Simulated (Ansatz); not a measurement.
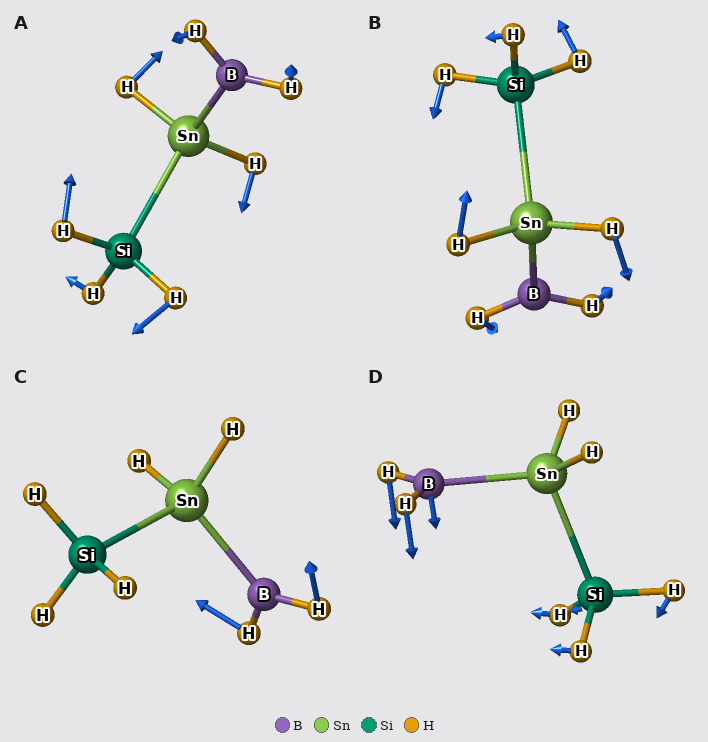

4 normal modes of one molecule or complex, as arrows. Harmonic vibrations computed with RKS PBE0-D4/def2-TZVP, core potentials on Sn (Ansatz 0.2.0) at a stationary point of the same level.

> Match the panels to the wavenumbers 85 cm⁻¹, 396 cm⁻¹, 551 cm⁻¹, 1152 cm⁻¹.

A: 551 cm⁻¹, angle bending
B: 396 cm⁻¹, angle bending
C: 1152 cm⁻¹, angle bending
D: 85 cm⁻¹
